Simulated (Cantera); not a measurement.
Input: 1 mol AlCl3, 8.6 mol O2, 180 mol N2, equilibrated at 1330 Pa.

Cantera equilibrium calculation (NASA polynomials, part measured and part estimated; ideal gas, pure solids and liquids). Candidate condensed phases: Al, AlCl3, AlN, Al2O3; 24 gas species. Kinetics and transport are ignored.

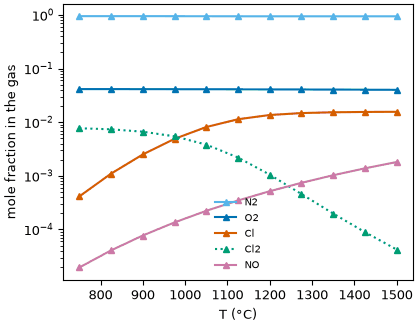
Equilibrium gas composition (values under 1e-9 drawn at 1e-9)

From 750 °C to 1500 °C the condensed part is Al2O3(s).
